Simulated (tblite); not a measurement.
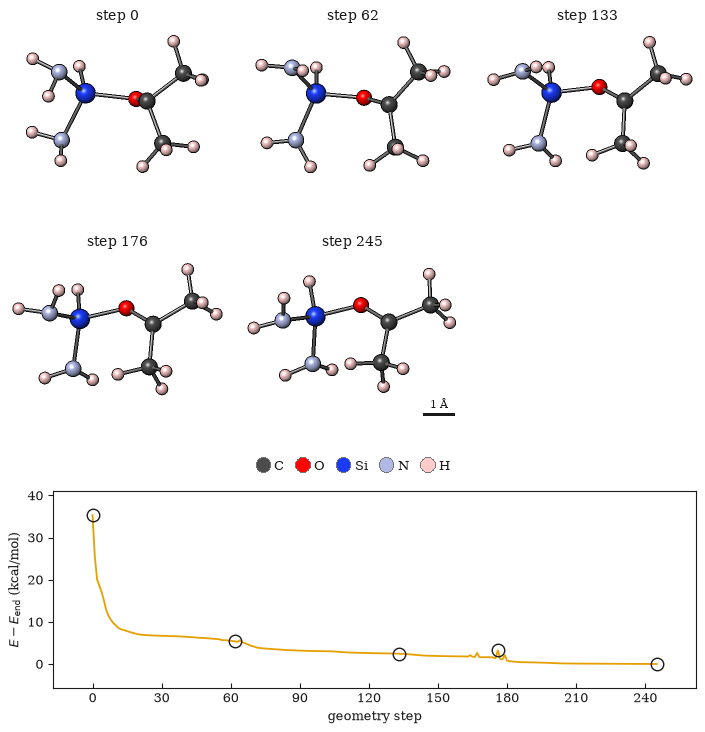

Frames of a relaxation of C3H11N2OSi (multiplicity 2), marked on the history of the run. The picture is a ball-and-stick view, seen at a tilt.

The calculation used GFN2-xTB geometry optimisation, gas phase in tblite 0.8.0. 

**What happens along the run?**

An H atom moves most after the best rigid fit: 2.10 Å. Largest moves by element: H 2.10 Å, O 0.86 Å, N 0.85 Å, C 0.63 Å, Si 0.29 Å. Near-neighbour distances that change, for instance: O–Si 1.700 → 1.620 Å, N–Si 1.792 → 1.728 Å, C–O 1.402 → 1.352 Å, H–N 1.055 → 1.006 Å. Bond angles that change, for instance: C–O–Si 113.2° → 135.6°, C–C–C 105.7° → 121.5°, Si–N–H 105.1° → 118.7°. Groups turn about O–Si by about 40°. After 245 geometry steps the energy has fallen by 35.3 kcal/mol. Cost: 1.4 s on 1 thread of Arm Neoverse V2, on a shared host. From step 0 to 62: an H atom moves most (1.10 Å), energy −30.0 kcal/mol. From step 62 to 133: H atoms move most (0.55 Å), energy −2.92 kcal/mol. From step 133 to 176: an N atom moves most (0.56 Å), energy +0.79 kcal/mol. From step 176 to 245: an H atom moves most (0.65 Å), energy −3.24 kcal/mol.

```tsv
step	E − E(0), kcal/mol
0	0.00
1	-9.92
2	-15.32
3	-16.82
4	-18.32
5	-20.36
6	-22.64
7	-23.97
8	-24.89
9	-25.59
10	-26.14
22	-28.44
35	-28.73
47	-29.12
59	-29.78
72	-31.49
84	-32.03
97	-32.26
109	-32.56
121	-32.76
134	-32.91
146	-33.39
158	-33.49
171	-33.72
183	-34.80
196	-35.03
208	-35.23
220	-35.26
233	-35.29
245	-35.34
```
